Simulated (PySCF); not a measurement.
C$_{2}$H$_{9}$BSi: excited-state calculation

C$_{2}$H$_{9}$BSi, SMILES B[SiH2]CC, computed with TDDFT B3LYP/def2-SVPD, vertical, gas phase, core orbitals frozen in the response (PySCF 2.14.0).

The geometry comes from this level: GFN2-xTB. It belongs to a series of runs on one base structure; here: constitutional isomer.

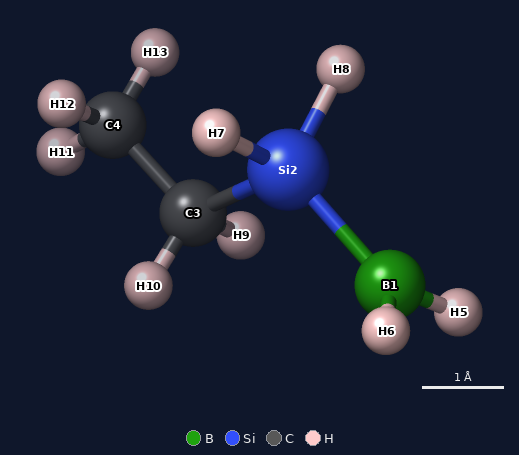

**Figure 1.** The structure (ball-and-stick view, seen at a tilt; atoms are numbered from 1 in the order of the input). Bond lengths as drawn: B–H 1.17 Å, B–Si 1.95 Å, C–C 1.52 Å, C–H 1.09 Å, C–Si 1.92 Å and H–Si 1.48 Å.

**Results in brief**

- outcome: converged
- total energy: −395.791915 hartree
- HOMO: −7.91 eV
- LUMO: −2.68 eV
- dipole moment: 0.68 D
- mean polarisability: 70.03 a.u.
- lowest singlet excitation: 4.10 eV
- hardware: 1 CPU thread, shared host
- wall time: 19 s
- peak memory: 0.6 GiB

**Input**
```
{"job": {"kind": "uv", "xc": "B3LYP", "basis": "def2-SVPD", "nstates": 8, "ntriplets": 3}, "charge": 0, "multiplicity": 1}
B      2.507602     0.504732     0.290449
Si     0.675357     0.662129    -0.371633
C     -0.495184    -0.572500     0.517832
C     -1.933708    -0.487465     0.026271
H      3.156642    -0.447186     0.085950
H      3.014794     1.356418     0.911536
H      0.034914     1.983648    -0.210934
H      0.530373     0.373173    -1.814350
H     -0.128324    -1.590599     0.372833
H     -0.476248    -0.390011     1.594643
H     -2.567899    -1.208525     0.541252
H     -2.338131     0.506673     0.200556
H     -1.984576    -0.690001    -1.040724
```

The first line tells a small driver script what to run in PySCF; the rest is the geometry in Å.

Launched with:
```bash
OMP_NUM_THREADS=1 python <driver script> task.json out
```

**Log**
```
coarse grid: 10464 points
cycle   1  E = -395.6956262066  dE = -7.197e-02  |g| = 3.623e-01  |ddm| = 4.448e+00
cycle   2  E = -395.6683839292  dE =  2.724e-02  |g| = 4.796e-01  |ddm| = 1.069e+00
cycle   3  E = -395.7329420589  dE = -6.456e-02  |g| = 4.584e-02  |ddm| = 5.667e-01
cycle   4  E = -395.7335667512  dE = -6.247e-04  |g| = 1.789e-02  |ddm| = 1.099e-01
cycle   5  E = -395.7336612385  dE = -9.449e-05  |g| = 4.488e-03  |ddm| = 3.095e-02
cycle   6  E = -395.7336661046  dE = -4.866e-06  |g| = 9.613e-04  |ddm| = 7.417e-03
final grid: 93904 points
cycle   7  E = -395.7919091954  dE = -2.596e-05  |g| = 4.575e-03  |ddm| = 7.762e-02
cycle   8  E = -395.7919047881  dE =  4.407e-06  |g| = 6.081e-03  |ddm| = 1.367e-02
cycle   9  E = -395.7919148317  dE = -1.004e-05  |g| = 4.283e-04  |ddm| = 7.085e-03
cycle  10  E = -395.7919148847  dE = -5.308e-08  |g| = 1.217e-04  |ddm| = 7.622e-04
cycle  11  E = -395.7919148883  dE = -3.573e-09  |g| = 3.094e-05  |ddm| = 1.938e-04
cycle  12  E = -395.7919148886  dE = -2.970e-10  |g| = 6.038e-06  |ddm| = 7.032e-05
```

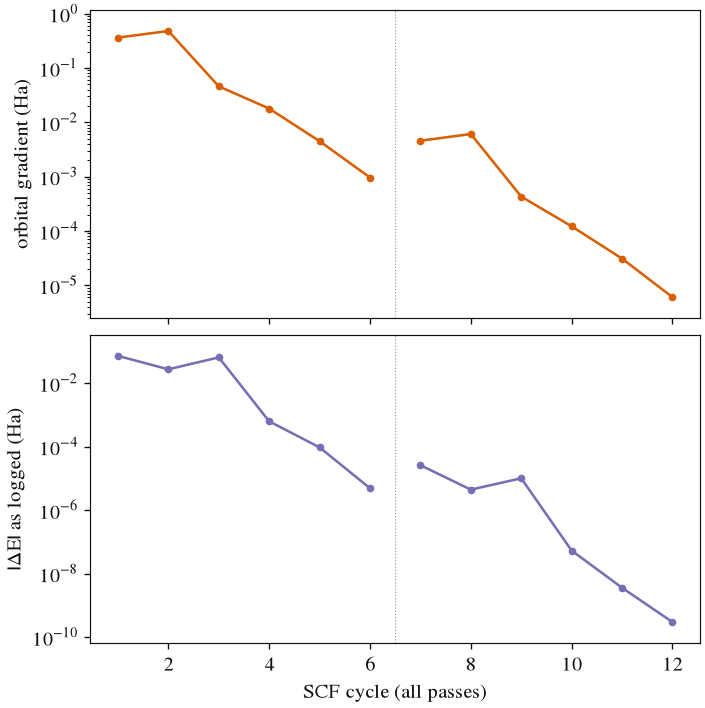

**Figure 2.** Convergence of the self-consistent field: orbital gradient and size of the energy change against the SCF cycle. The dotted line marks the change from a coarse to the final integration grid. The first 6 cycles use a coarse grid, the final grid takes over at cycle 7, and the field converges after 12 cycles in all.

```
converged SCF energy = -395.7919148886

Static polarisability (au): isotropic 70.027, principal 59.972 63.711 86.400

Singlet excitations
state   eV       nm        f      main configurations
  1   4.1034    302.1   0.02054   H->L 0.81, H-1->L 0.17
  2   4.7846    259.1   0.02694   H-1->L 0.68, H-2->L 0.16, H->L 0.12
  3   5.1512    240.7   0.04684   H-2->L 0.76, H-1->L 0.14
  4   5.7839    214.4   0.00119   H-3->L 0.56, H-4->L 0.32
  5   6.3062    196.6   0.00560   H-4->L 0.53, H-3->L 0.41
  6   6.8095    182.1   0.03888   H-5->L 0.88, H-4->L 0.11
  7   7.4592    166.2   0.00242   H->L+1 0.97
  8   7.7676    159.6   0.04126   H->L+2 0.96

Triplet excitations (Tamm-Dancoff, eV): 3.2913 4.3989 4.6276
```

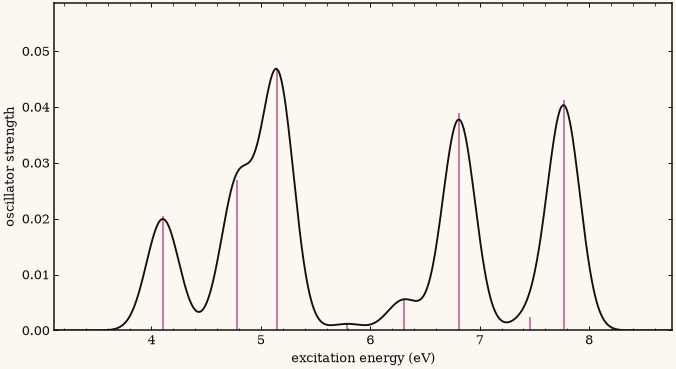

**Figure 3.** Computed excitations as sticks (degenerate states added up, dark ones marked on the axis), with a Gaussian envelope of 0.35 eV full width at half maximum, scaled to the tallest. Of the 8 states the lowest lies at 4.10 eV (f = 0.021); the strongest line is at 5.15 eV, or 241 nm (f = 0.047).

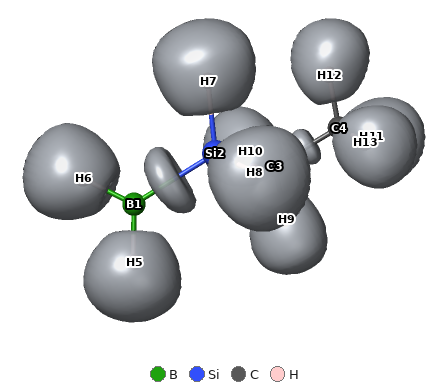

**Figure 4.** Isosurface of the electron localisation function at 0.85 (grey), seen at an oblique angle. Core shells and regions of very low density are left out. Values along the shortest contacts:

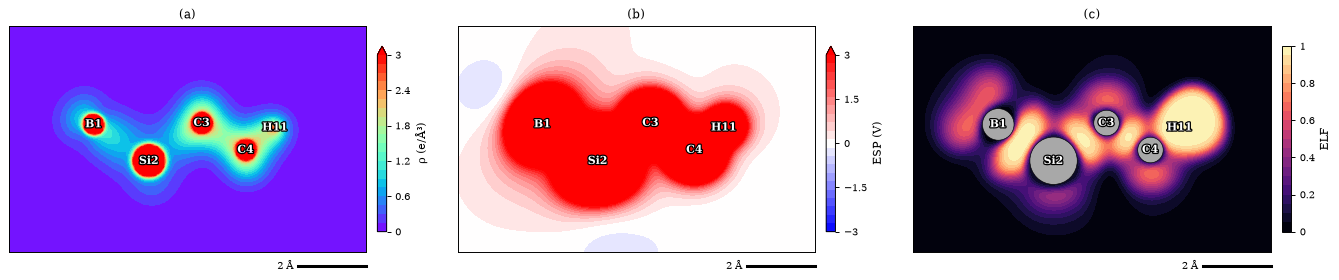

**Figure 5.** (a) total electron density; (b) electrostatic potential; (c) electron localisation function on the plane of atoms Si2, C3 and C4. Grey discs, where drawn, cover atomic cores. The section cuts through B, Si, C and H sites. C–C (1.52 Å): ρ is about 1.6 e/Å³ halfway; the ELF peaks at about 0.95 between the atoms, which marks a covalent bond. The potential has no marked negative region in this plane.
